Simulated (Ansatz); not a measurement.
System: YBe.

Input

```
crystal:
  lattice:
    - [3.119623699, 0.0, 0.0]
    - [0.0, 3.119623699, 0.0]
    - [0.0, 0.0, 8.077689692]
  atoms:
    - { symbol: "Y", position: [0.5, 0.0, 0.681262873] }
    - { symbol: "Y", position: [0.0, 0.5, 0.318737127] }
    - { symbol: Be, position: [0.5, 0.0, 0.0603117977] }
    - { symbol: Be, position: [0.0, 0.5, 0.9396882023] }
basis:
  ecutwfc: 420
kpoints:
  mp_grid: { grid: [14, 14, 6] }
hamiltonian:
  xc: pbe
scf:
  occupations: { method: gaussian, width: 0.1 }
output:
  forces: true
  stress: true
  eigenvalues: true
  write_density: true
  write_potential: true
  elf: true
  volumetric_format: npy
relax:
  adjacent_minimum: "off"
  f_tol: 0.01
  max_steps: 80
  cell: { stress_tol: 0.05 }
```

Run with:

```sh
ansatz run input.yaml --threads 1 --pin off --max-ram 2560MiB --backend cpu --events-out ev --progress --plain --runs-dir out
```

Below, planes, directions and counts refer to the conventional cell (a = 3.14 Å, b = 3.14 Å, c = 8.00 Å, α = 90.00°, β = 90.00°, γ = 90.00°).

The fields are those of the run's last geometry, not of the input's.

Space group P4/nmm; a structure generated by program, which may or may not match a known phase.

Computed with DFT PBE, scalar-relativistic, plane waves, PAW in Ansatz 0.2.0.

Q: What can the converged valence pseudo-density and electron localisation function tell about the bonding?

A: Y–Be (2.99 Å): ρ at the midpoint is about 0.13 e/Å³; the ELF is about 0.15 at the midpoint (no shared electron pair shows on this line).
Y–Y (3.14 Å): ρ at the midpoint is about 0.12 e/Å³; the ELF is about 0.05 at the midpoint; no shared electron pair shows on this line.

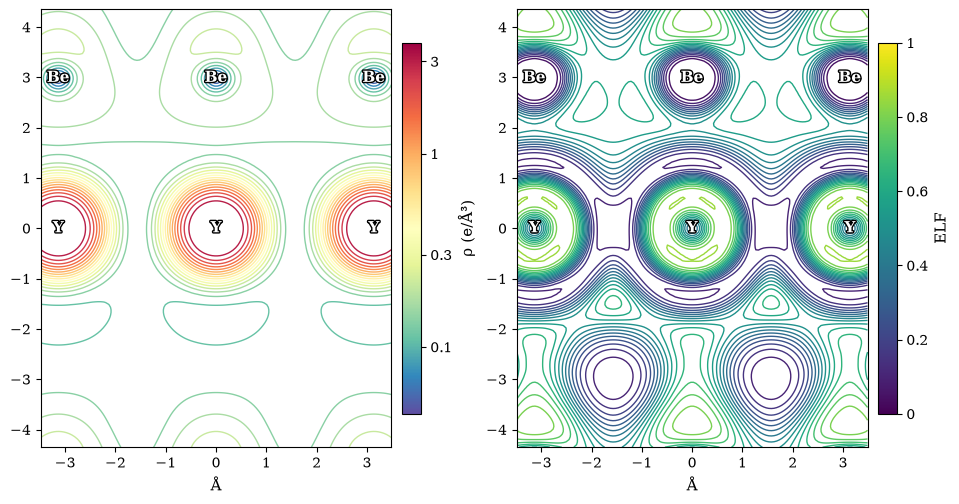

Computed valence pseudo-density and electron localisation function on the (100) plane of the conventional cell, in this order. 
